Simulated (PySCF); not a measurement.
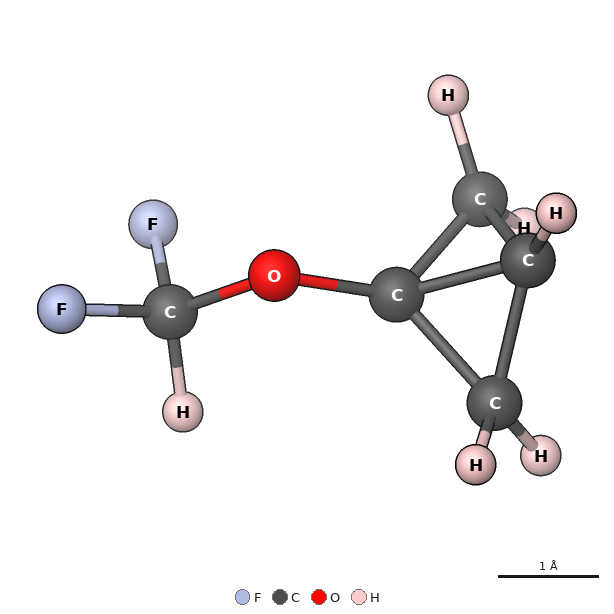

Atoms fade into the background with distance from the viewer. Computed geometry: PBE0-D3(BJ)/def2-SVP optimisation. No frequency run is at hand to confirm it as a minimum. Masses are those of the most abundant isotopes; constants are for the rigid equilibrium geometry.

What kind of rotor is it, and what are its rotational constants in GHz?

An asymmetric top (C1): A = 4.79, B = 1.32, C = 1.16 GHz. Ray's parameter κ is −0.91, close to the prolate limit.
